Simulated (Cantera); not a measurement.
Charge: 1 mol SiC, a varied amount of O2, 270 mol H2, equilibrated at 1898.15 K and 1.30 Pa.

Method: chemical equilibrium by Gibbs-energy minimisation in Cantera with the NASA 1993 tables (ideal gas, pure condensed phases). Candidate condensed phases: C, C6H6, C7H8, C8H18, H2O, Si, SiC, SiO2; 123 gas species. Kinetics and transport are ignored.

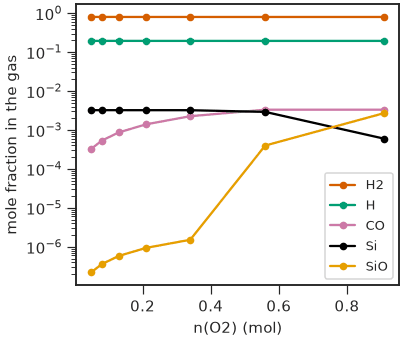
Figure. Equilibrium gas composition (values under 1e-9 drawn at 1e-9)

From 0.049 mol O2 to 0.34 mol O2 the condensed part is C(graphite). From 0.56 mol O2 to 0.91 mol O2 nothing is condensed. The main Si-bearing gas is Si at 0.049 mol O2 and SiO at 0.91 mol O2.
